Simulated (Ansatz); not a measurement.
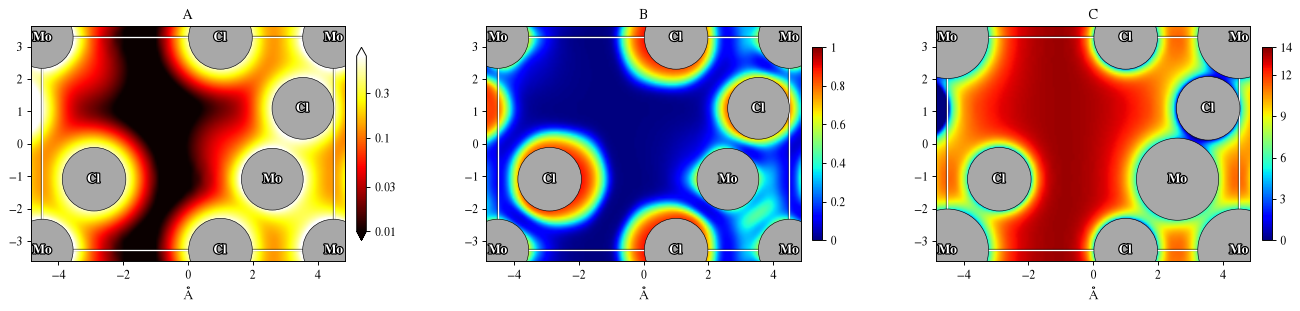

Mo2Cl3: 3 fields on the (110) plane of the conventional cell, with unlabelled colour scales. Grey discs cover the atomic cores.

Space group P-3m1; started from the A-type sesquioxide_164 prototype, which need not be the ambient phase; spin-polarised.

All numbers below come from Ansatz 0.2.0, DFT PBE, scalar-relativistic, plane waves, PAW.

> Match the panels to the quantities (electron localisation function, electrostatic potential energy of an electron and valence pseudo-density).

Panel A: valence pseudo-density. Panel B: electron localisation function. Panel C: electrostatic potential energy of an electron (low next to the atoms, rising into the space between them). From the grid: Mo–Cl (2.38 Å): the density is about 0.55 e/Å³ at the midpoint; the ELF peaks at about 0.85 in the valence shell of Cl, 0.7 Å from its nucleus, and is about 0.30 at the midpoint. Mo–Cl (2.71 Å): ρ is about 0.28 e/Å³ halfway; the ELF peaks at about 0.90 in the valence shell of Cl, 0.8 Å from its nucleus, and drops to about 0.10 between the two atoms.
